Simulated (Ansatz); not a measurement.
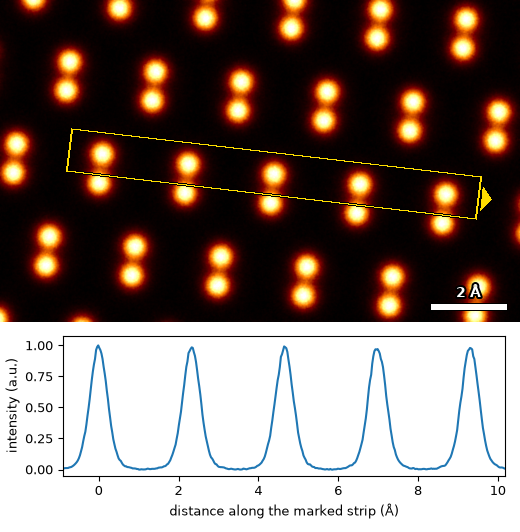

HAADF-like image of Re (P6_3/mmc, No. 194) along [101]. Simulated incoherent Z contrast: every atom adds Z^1.7 spread by a probe of 0.50 Å full width; channelling and multiple scattering are left out. The probe carries 25 % of its weight in a tail 2.5 times as wide. Shot noise was added. Atomic positions: coordinates from a relaxation with Ansatz 0.2.0, DFT LDA, scalar-relativistic, plane waves, PAW.

```cif
data_structure
_symmetry_space_group_name_H-M 'P6_3/mmc'
_symmetry_Int_Tables_number 194
_cell_length_a 2.7370
_cell_length_b 2.7370
_cell_length_c 4.4173
_cell_angle_alpha 90.000
_cell_angle_beta 90.000
_cell_angle_gamma 120.000
_cell_volume 28.66
loop_
_atom_site_label
_atom_site_type_symbol
_atom_site_symmetry_multiplicity
_atom_site_Wyckoff_symbol
_atom_site_fract_x
_atom_site_fract_y
_atom_site_fract_z
_atom_site_occupancy
Re1 Re 2 d 0.33333 0.66667 0.75000 1
```

The curve is the intensity along the marked strip, in the direction of its arrowhead, with zero distance at the first column. Brightness is counted from the darkest point of the image.

Question: Assign the peaks of the line profile.

Answer:
```tsv
position (Å)	atoms per repeat along the beam	height (% of the highest)
0.0	1 Re	100
2.3	1 Re	100
4.7	1 Re	100
7.0	1 Re	100
9.3	1 Re	100
```
